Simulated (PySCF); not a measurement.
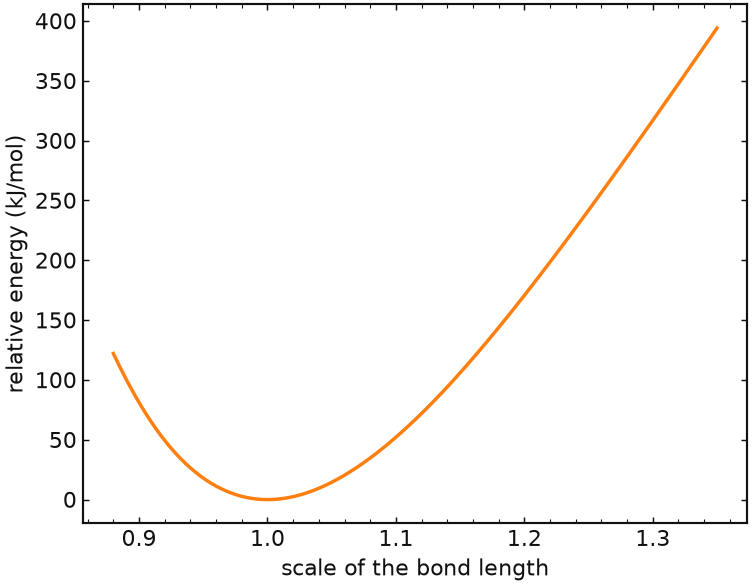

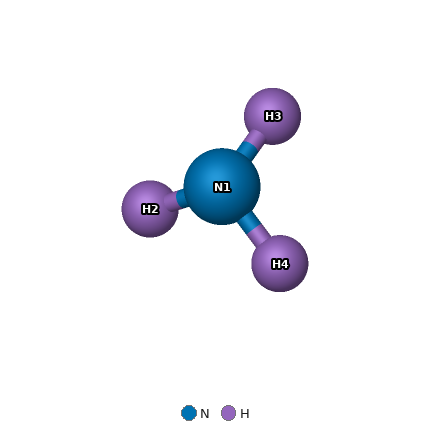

Rigid scan of NH₃, singlet, from a minimum of the shape that electron-pair counting expects: all bonds to atom 1 scaled (atom 1 is the central atom). r2SCAN/def2-TZVP in PySCF, restricted determinant, no spin-orbit coupling; energies counted from the minimum. Splines pass through the computed points.

What does it cost to go to either end of the scan?

122.1 kJ/mol at 0.88 and 394.1 kJ/mol at 1.35.

Give the values at the computed points.

In kJ/mol:
```tsv
scale of the bond length	r2SCAN
0.88	122.1
0.92	49.4
0.96	11.3
1.00	0.0
1.04	9.5
1.08	34.8
1.14	94.2
1.22	198.6
1.35	394.1
```
